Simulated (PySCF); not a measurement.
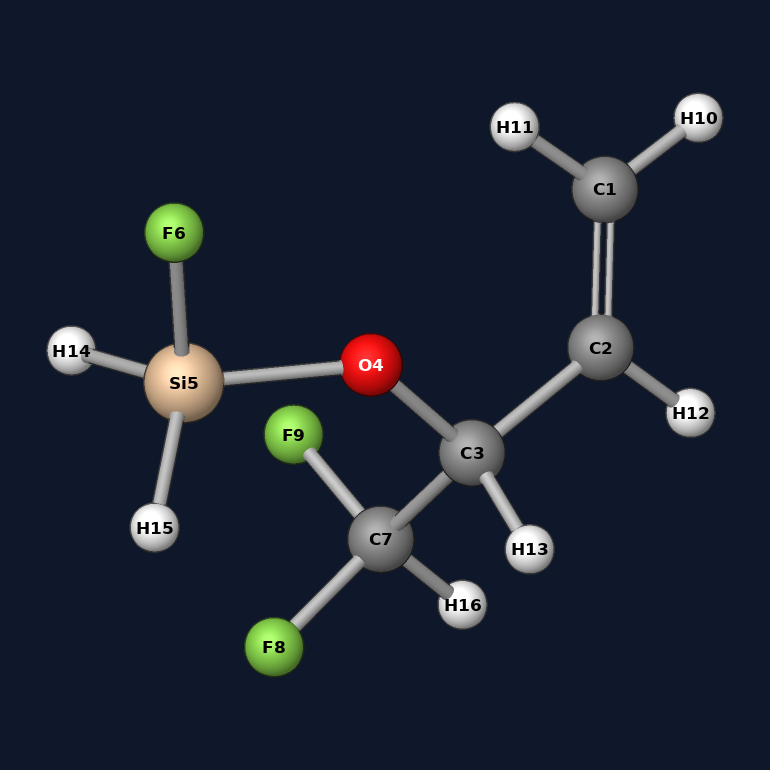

The questions are on isotropic NMR shieldings of the C atoms. The computed structure is the end point of a GFN2-xTB optimisation. No frequency run is at hand to confirm it as a minimum. Level of theory: GIAO PBE0/pcSseg-1 NMR shielding, non-relativistic, gas phase (PySCF 2.14.0).

List the isotropic NMR shieldings of the C atoms.

| atom | σ (ppm) |
| --- | --- |
| C1 | 59.6 |
| C2 | 48.9 |
| C3 | 109.2 |
| C7 | 66.5 |

The geometry is semi-empirical. Around Si such bond lengths and angles can be off by a tenth of an ångström or more and by several degrees, and values that hang on the shape move with them.
